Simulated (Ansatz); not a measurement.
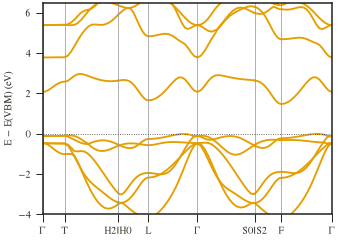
*Band structure from the program Ansatz at the PBE level (PAW)*

The gap is 1.47 eV; an edge lies off the plotted path or next to a special point (maximum off the standard path, minimum at F).

The material is SnS₂ in space group R-3m (No. 166; Sn on 3a, S on 6c).

The cell is a constructed one: a structure type filled with these elements; neither database checked (COD, Materials Project) lists it. It is not the phase usual at ambient conditions (space group No. 164). The PBE relaxation kept the symmetry of its start; whether a distortion lowers the energy is not shown. A crystal of weakly bound layers computed without a dispersion correction: the cell and the soft elastic constants depend strongly on that. Scalar-relativistic: spin–orbit coupling is off unless named, which matters more the heavier the elements.

Potentials: the later of the program's two PAW sets.
